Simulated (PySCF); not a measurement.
# C₃H₆NPSi: NMR shifts at several levels of theory, part 2 of 2

PySCF 2.14.0. Atoms count from 0. Earlier steps stand in the parts before.

## Step 8: NMR shieldings: wB97X-D/pcSseg-1

The job: settings as JSON, then the geometry in Å.

```
{"job": {"kind": "nmr", "xc": "wB97X-D", "basis": "pcSseg-1", "pop": false}, "charge": 0, "multiplicity": 1}
C     -1.648661    -0.168044    -1.139951
C     -0.768493     0.015490    -0.139260
C     -0.984508     1.022363     0.852750
N     -1.088132     1.824725     1.685199
Si     0.822352    -1.000458     0.018691
P      2.562722     0.425754    -0.231732
H     -2.558613     0.434054    -1.226461
H     -1.477731    -0.931977    -1.903535
H      0.814850    -1.996240    -1.092916
H      0.820665    -1.704771     1.335391
H      3.493168    -0.465138     0.388245
H      2.258260     1.103436     0.989613
```

Level: GIAO wB97X-D/pcSseg-1 NMR shielding, non-relativistic, gas phase.

The log of the run:

```text
coarse grid: 11288 points
cycle   1  E = -803.2575449477  dE =  5.042e-01  |g| = 5.022e-01  |ddm| = 3.200e+00
cycle   2  E = -803.1887778113  dE =  6.877e-02  |g| = 8.081e-01  |ddm| = 1.124e+00
cycle   3  E = -803.3289553857  dE = -1.402e-01  |g| = 5.110e-02  |ddm| = 6.269e-01
cycle   4  E = -803.3296748407  dE = -7.195e-04  |g| = 2.770e-02  |ddm| = 1.033e-01
cycle   5  E = -803.3298680871  dE = -1.932e-04  |g| = 6.543e-03  |ddm| = 3.515e-02
cycle   6  E = -803.3298793572  dE = -1.127e-05  |g| = 2.927e-03  |ddm| = 1.065e-02
cycle   7  E = -803.3298818425  dE = -2.485e-06  |g| = 5.361e-04  |ddm| = 3.983e-03
final grid: 100704 points
cycle   8  E = -803.3714890616  dE = -1.041e-04  |g| = 4.590e-03  |ddm| = 3.213e-02
cycle   9  E = -803.3714886341  dE =  4.275e-07  |g| = 5.137e-03  |ddm| = 9.242e-03
cycle  10  E = -803.3714936890  dE = -5.055e-06  |g| = 1.414e-03  |ddm| = 4.016e-03
cycle  11  E = -803.3714941044  dE = -4.154e-07  |g| = 3.020e-04  |ddm| = 1.246e-03
cycle  12  E = -803.3714941287  dE = -2.426e-08  |g| = 6.159e-05  |ddm| = 5.394e-04
cycle  13  E = -803.3714941299  dE = -1.231e-09  |g| = 3.258e-05  |ddm| = 1.129e-04
cycle  14  E = -803.3714941302  dE = -3.288e-10  |g| = 7.749e-06  |ddm| = 4.996e-05
converged SCF energy = -803.3714941302

GIAO shielding tensors (ppm)
atom      isotropic    diamagn.    paramagn.     s11        s22        s33       span
  0 C       25.407     250.656    -225.249   -111.818     32.717    155.322    267.140
  1 C       57.904     263.747    -205.843    -63.428     68.622    168.519    231.947
  2 C       61.815     261.154    -199.339    -60.604    -51.556    297.605    358.208
  3 N      -62.025     340.934    -402.960   -206.794   -197.070    217.788    424.582
  4 Si     384.182     880.890    -496.709    352.134    385.989    414.422     62.288
  5 P      603.942     966.897    -362.955    550.399    578.531    682.897    132.498
  6 H       24.612      28.364      -3.752     20.119     24.180     29.538      9.419
  7 H       24.625      29.877      -5.252     20.380     24.155     29.342      8.962
  8 H       26.985      29.547      -2.562     23.785     25.431     31.740      7.955
  9 H       26.398      29.181      -2.783     23.250     24.644     31.299      8.050
 10 H       29.755      28.418       1.337     24.977     26.160     38.127     13.149
 11 H       29.201      30.200      -0.999     23.808     27.315     36.480     12.672
```

It took 12 s on 1 thread of Intel Xeon 6975P-C, shared host; peak memory 0.84 GiB.

Key values: δ C0 159.1, C1 126.6, C2 122.7, N3 326.0, H6 6.77, H7 6.75 ppm.

## Step 9: NMR shieldings: LC-wPBE/pcSseg-1

Settings changed since step 8:

```diff
@@ -1,2 +1,2 @@
-{"job": {"kind": "nmr", "xc": "wB97X-D", "basis": "pcSseg-1", "pop": false}, "charge": 0, "multiplicity": 1}
+{"job": {"kind": "nmr", "xc": "LC-wPBE", "basis": "pcSseg-1", "pop": false}, "charge": 0, "multiplicity": 1}
 C     -1.648661    -0.168044    -1.139951
```

Method: GIAO LC-wPBE/pcSseg-1 NMR shielding, non-relativistic, gas phase.

The log of the run:

```text
coarse grid: 11288 points
cycle   1  E = -802.9821753749  dE =  5.445e-01  |g| = 5.418e-01  |ddm| = 3.201e+00
cycle   2  E = -802.9455750017  dE =  3.660e-02  |g| = 7.755e-01  |ddm| = 1.048e+00
cycle   3  E = -803.0686856238  dE = -1.231e-01  |g| = 5.319e-02  |ddm| = 5.680e-01
cycle   4  E = -803.0697191725  dE = -1.034e-03  |g| = 2.546e-02  |ddm| = 1.195e-01
cycle   5  E = -803.0698956626  dE = -1.765e-04  |g| = 7.488e-03  |ddm| = 3.834e-02
cycle   6  E = -803.0699126466  dE = -1.698e-05  |g| = 2.808e-03  |ddm| = 1.302e-02
cycle   7  E = -803.0699152200  dE = -2.573e-06  |g| = 7.181e-04  |ddm| = 4.504e-03
final grid: 100704 points
cycle   8  E = -803.1194328236  dE = -3.457e-05  |g| = 5.573e-03  |ddm| = 2.771e-02
cycle   9  E = -803.1194349339  dE = -2.110e-06  |g| = 3.058e-03  |ddm| = 5.334e-03
cycle  10  E = -803.1194361070  dE = -1.173e-06  |g| = 9.705e-04  |ddm| = 2.394e-03
cycle  11  E = -803.1194362747  dE = -1.677e-07  |g| = 2.177e-04  |ddm| = 7.279e-04
cycle  12  E = -803.1194362889  dE = -1.419e-08  |g| = 8.030e-05  |ddm| = 3.195e-04
cycle  13  E = -803.1194362908  dE = -1.962e-09  |g| = 1.573e-05  |ddm| = 1.232e-04
cycle  14  E = -803.1194362910  dE = -1.733e-10  |g| = 1.020e-05  |ddm| = 4.674e-05
converged SCF energy = -803.1194362910

GIAO shielding tensors (ppm)
atom      isotropic    diamagn.    paramagn.     s11        s22        s33       span
  0 C       24.208     250.435    -226.227   -119.645     30.903    161.365    281.010
  1 C       58.842     264.185    -205.343    -69.120     70.759    174.888    244.009
  2 C       63.015     261.494    -198.479    -60.960    -51.107    301.112    362.073
  3 N      -58.692     340.772    -399.464   -205.471   -195.023    224.419    429.890
  4 Si     391.476     880.868    -489.391    359.967    393.121    421.342     61.375
  5 P      615.841     966.874    -351.033    560.486    588.087    698.950    138.463
  6 H       24.442      28.297      -3.855     19.814     24.021     29.489      9.675
  7 H       24.428      29.789      -5.361     19.985     23.948     29.352      9.367
  8 H       26.984      29.453      -2.470     23.713     25.378     31.860      8.147
  9 H       26.477      29.042      -2.565     23.322     24.666     31.442      8.119
 10 H       29.716      28.398       1.318     24.815     26.056     38.278     13.463
 11 H       29.158      30.163      -1.004     23.655     27.193     36.628     12.973
```

Run time: 16 s. Hardware: 1 thread of Intel Xeon 6975P-C, shared host; peak memory 0.83 GiB.

Key values: δ C0 164.4, C1 129.7, C2 125.5, N3 326.4, H7 6.90, H6 6.88 ppm.

## Step 10: Shielding tensors: PBE0/6-31G

Settings changed since step 9:

```diff
@@ -1,2 +1,2 @@
-{"job": {"kind": "nmr", "xc": "LC-wPBE", "basis": "pcSseg-1", "pop": false}, "charge": 0, "multiplicity": 1}
+{"job": {"kind": "nmr", "xc": "PBE0", "basis": "6-31G", "pop": true}, "charge": 0, "multiplicity": 1}
 C     -1.648661    -0.168044    -1.139951
```

Level: GIAO PBE0/6-31G NMR shielding, non-relativistic, gas phase.

The log of the run:

```text
coarse grid: 11288 points
cycle   1  E = -802.8893275096  dE =  5.845e-01  |g| = 4.076e-01  |ddm| = 3.505e+00
cycle   2  E = -802.7437030991  dE =  1.456e-01  |g| = 9.086e-01  |ddm| = 1.383e+00
cycle   3  E = -802.9355541747  dE = -1.919e-01  |g| = 9.467e-02  |ddm| = 8.837e-01
cycle   4  E = -802.9381747683  dE = -2.621e-03  |g| = 2.845e-02  |ddm| = 1.689e-01
cycle   5  E = -802.9383984671  dE = -2.237e-04  |g| = 4.635e-03  |ddm| = 4.235e-02
cycle   6  E = -802.9384045754  dE = -6.108e-06  |g| = 1.215e-03  |ddm| = 8.072e-03
final grid: 100704 points
cycle   7  E = -802.8715955470  dE = -1.070e-05  |g| = 4.928e-03  |ddm| = 1.942e-02
cycle   8  E = -802.8715924560  dE =  3.091e-06  |g| = 5.936e-03  |ddm| = 1.394e-02
cycle   9  E = -802.8716024628  dE = -1.001e-05  |g| = 1.957e-03  |ddm| = 8.159e-03
cycle  10  E = -802.8716033373  dE = -8.746e-07  |g| = 2.903e-04  |ddm| = 1.788e-03
cycle  11  E = -802.8716033560  dE = -1.863e-08  |g| = 9.943e-05  |ddm| = 3.924e-04
cycle  12  E = -802.8716033585  dE = -2.491e-09  |g| = 3.221e-05  |ddm| = 1.346e-04
cycle  13  E = -802.8716033587  dE = -2.806e-10  |g| = 3.693e-06  |ddm| = 3.949e-05
converged SCF energy = -802.8716033587

GIAO shielding tensors (ppm)
atom      isotropic    diamagn.    paramagn.     s11        s22        s33       span
  0 C       53.943     252.990    -199.047    -63.586     57.358    168.056    231.642
  1 C       81.548     263.044    -181.495    -22.574     89.980    177.239    199.813
  2 C       83.733     263.421    -179.688    -25.956    -18.581    295.735    321.690
  3 N      -27.031     336.619    -363.651   -157.138   -149.082    225.126    382.264
  4 Si     452.964     882.513    -429.549    415.861    453.381    489.649     73.788
  5 P      656.138     966.931    -310.794    608.911    622.954    736.548    127.636
  6 H       25.522      28.262      -2.740     21.419     25.129     30.017      8.598
  7 H       25.694      29.793      -4.098     21.847     24.816     30.419      8.572
  8 H       28.316      29.902      -1.585     24.664     26.658     33.626      8.962
  9 H       27.617      29.421      -1.804     24.221     25.633     32.998      8.777
 10 H       31.041      30.039       1.002     26.023     27.328     39.773     13.750
 11 H       30.536      30.757      -0.221     24.808     28.692     38.108     13.301
```

Run time: 5.6 s. Hardware: 1 thread of Intel Xeon 6975P-C, shared host; peak memory 0.47 GiB.

This run: δ C0 145.6, C1 118.0, C2 115.8, N3 287.7, H6 7.09, H7 6.92 ppm.

## Step 11: Nuclear shieldings: PBE0/STO-3G

Settings changed since step 10:

```diff
@@ -1,2 +1,2 @@
-{"job": {"kind": "nmr", "xc": "PBE0", "basis": "6-31G", "pop": true}, "charge": 0, "multiplicity": 1}
+{"job": {"kind": "nmr", "xc": "PBE0", "basis": "STO-3G", "pop": true}, "charge": 0, "multiplicity": 1}
 C     -1.648661    -0.168044    -1.139951
```

Level: GIAO PBE0/STO-3G NMR shielding, non-relativistic, gas phase.

The log of the run:

```text
coarse grid: 11288 points
cycle   1  E = -793.6568559500  dE =  2.855e-01  |g| = 4.858e-01  |ddm| = 4.585e+00
cycle   2  E = -793.4132925559  dE =  2.436e-01  |g| = 1.053e+00  |ddm| = 1.641e+00
cycle   3  E = -793.7302747206  dE = -3.170e-01  |g| = 7.766e-02  |ddm| = 1.119e+00
cycle   4  E = -793.7321251865  dE = -1.850e-03  |g| = 2.816e-02  |ddm| = 1.464e-01
cycle   5  E = -793.7322948197  dE = -1.696e-04  |g| = 1.525e-02  |ddm| = 4.794e-02
cycle   6  E = -793.7323696636  dE = -7.484e-05  |g| = 1.503e-03  |ddm| = 2.143e-02
cycle   7  E = -793.7323705833  dE = -9.197e-07  |g| = 3.325e-04  |ddm| = 2.971e-03
final grid: 100704 points
cycle   8  E = -793.6984510150  dE = -5.793e-06  |g| = 2.203e-03  |ddm| = 1.153e-02
cycle   9  E = -793.6984511512  dE = -1.361e-07  |g| = 2.364e-03  |ddm| = 6.604e-03
cycle  10  E = -793.6984525257  dE = -1.375e-06  |g| = 1.128e-03  |ddm| = 3.383e-03
cycle  11  E = -793.6984528625  dE = -3.367e-07  |g| = 5.609e-05  |ddm| = 1.158e-03
cycle  12  E = -793.6984528637  dE = -1.266e-09  |g| = 1.771e-05  |ddm| = 1.280e-04
cycle  13  E = -793.6984528638  dE = -1.071e-10  |g| = 4.769e-06  |ddm| = 3.233e-05
converged SCF energy = -793.6984528638

GIAO shielding tensors (ppm)
atom      isotropic    diamagn.    paramagn.     s11        s22        s33       span
  0 C      111.661     252.616    -140.955      8.146    119.509    207.328    199.183
  1 C      128.800     254.759    -125.958     39.817    128.856    217.727    177.911
  2 C      141.004     268.140    -127.136     62.660     65.952    294.400    231.740
  3 N       51.208     321.591    -270.383    -47.207    -44.682    245.512    292.719
  4 Si     545.114     871.380    -326.266    504.690    544.633    586.019     81.330
  5 P      738.079     954.825    -216.746    700.648    723.893    789.697     89.049
  6 H       26.141      29.767      -3.626     22.021     24.977     31.425      9.404
  7 H       26.302      31.281      -4.980     22.740     24.860     31.305      8.565
  8 H       30.141      32.095      -1.954     25.931     28.159     36.333     10.402
  9 H       30.069      32.302      -2.233     26.572     27.653     35.983      9.412
 10 H       32.252      30.416       1.836     27.048     29.032     40.677     13.629
 11 H       31.923      33.070      -1.148     26.135     30.269     39.365     13.230
```

Wall time 2.8 s (1 thread of Intel Xeon 6975P-C, shared host); peak memory 0.46 GiB.

Key values: δ C0 123.0, C1 105.9, C2 93.7, N3 243.5, H6 6.46, H7 6.30 ppm.

## Step 12: Run by run: NMR shifts

Shifts (ppm) of some atoms, chosen among heavy atoms and hydrogens apart, means over like atoms, with basis size and wall time:

```csv
run,C0,C2,H8,H10,N3,Si4,P5,functions,time
PBE0/pcSseg-1,157.8,122.6,4.77,1.94,330.5,-30.7,-296.9,146,8.7 s
mPW1PW91/pcSseg-1,157.7,122.3,4.73,1.92,329.7,-30.1,-294.0,146,8.7 s
WP04/pcSseg-1,154.8,119.4,4.11,1.63,314.8,-24.7,-246.2,146,8.7 s
B97-2/pcSseg-1,153.7,120.1,4.68,1.92,320.5,-29.7,-286.1,146,9 s
BHandHLYP/pcSseg-1,159.5,122.6,4.55,1.83,334.7,-29.4,-283.6,146,8.6 s
CAM-B3LYP/pcSseg-1,160.2,123.3,4.62,1.83,333.4,-31.0,-294.1,146,12 s
wB97X-D/pcSseg-1,159.1,122.7,4.69,1.90,326.0,-31.3,-296.8,146,12 s
LC-wPBE/pcSseg-1,164.4,125.5,4.60,1.89,326.4,-33.0,-307.8,146,16 s
PBE0/6-31G,145.6,115.8,4.65,1.82,287.7,-8.2,-291.8,74,5.6 s
PBE0/STO-3G,123.0,93.7,2.50,0.52,243.5,-27.5,-33.4,44,2.8 s
```

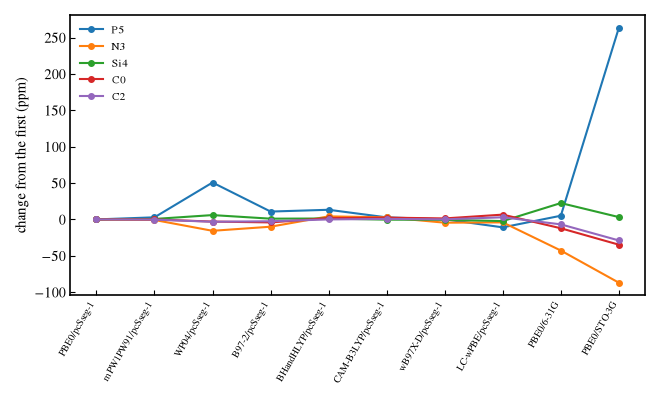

How five of the tabulated atoms move from run to run.

## Step 13: Results

The summary covers parts 1 to 2.

| quantity | value |
| --- | --- |
| 13C shifts against TMS (PBE0/pcSseg-1) | 157.8, 126.6, 122.6 ppm |
| 1H shifts against TMS (PBE0/pcSseg-1, means over atoms taken as alike) | 6.78, 6.74, 4.77, 1.94 ppm |
| 15N shifts against NH3 (PBE0/pcSseg-1) | 330.5 ppm |
| 29Si shifts against TMS (PBE0/pcSseg-1) | -30.7 ppm |
| 31P shifts against H3PO4 (PBE0/pcSseg-1) | -296.9 ppm |
| range of the shift of P5 (minimal bases aside) | -307.8 to -246.2 ppm |
| property runs in this session | 10, of which 0 failed and 1 gave unsound results |

Single values in the summary come from the first sound run of each kind (PBE0/pcSseg-1), which need not be the best level. The most deshielded carbon is C0 (terminal =CH2 carbon), at 157.8 ppm: an sp2 carbon of a C=C bond. At PBE0/pcSseg-1: The widest tensor belongs to N3: span 417 ppm, with a paramagnetic part of -405 ppm. Leaving out the minimal-basis runs, which are unusable for shieldings: In ppm, P5 moves most: its shift spreads over 61.6 ppm, from -307.8 (LC-wPBE/pcSseg-1) to -246.2 (WP04/pcSseg-1).
